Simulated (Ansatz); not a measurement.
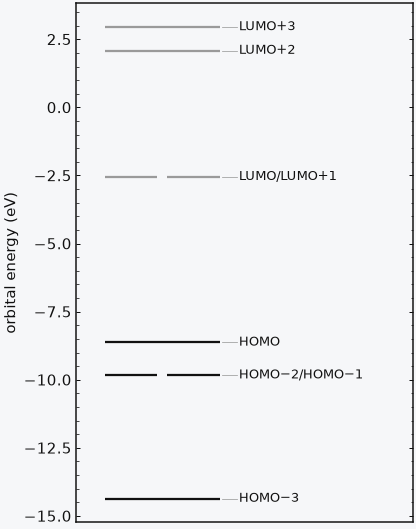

CS. Kohn-Sham orbital energies near the frontier, B3LYP/def2-TZVPP, the Ansatz code, at a PBE0-D4/def2-TZVP geometry (a minimum by its frequencies), isolated molecule; empty levels in grey, levels within 0.03 eV side by side.

### Where do the frontier orbitals lie?

HOMO at −8.63 eV, LUMO at −2.55 eV, 6.08 eV apart.

### Is the HOMO or the LUMO degenerate, or nearly so?

The HOMO stands alone and the LUMO is one of 2 levels that coincide within 0.005 eV.

Caveats: empty levels above zero depend strongly on the basis.
